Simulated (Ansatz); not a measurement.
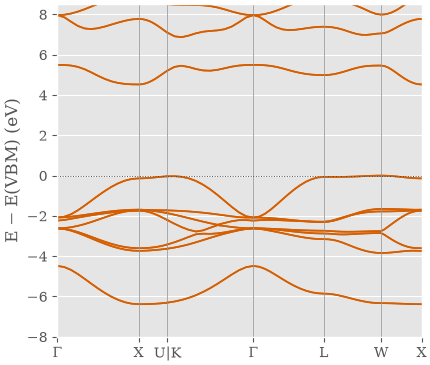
Fig. 1. Band structure from plane-wave PAW r²SCAN+D4 with spin–orbit coupling (Ansatz code)

Problem. Read off the gap and where the band edges lie.

Solution. About 4.5 eV (4.52 eV by a search for the band edges); maximum at W, minimum at X.

The material is PbF₂ (fluorite, Fm-3m).

Symmetry was held in the r²SCAN+D4 relaxation; phonons on a q-mesh show no instability.

Potentials: the later of the program's two PAW sets.
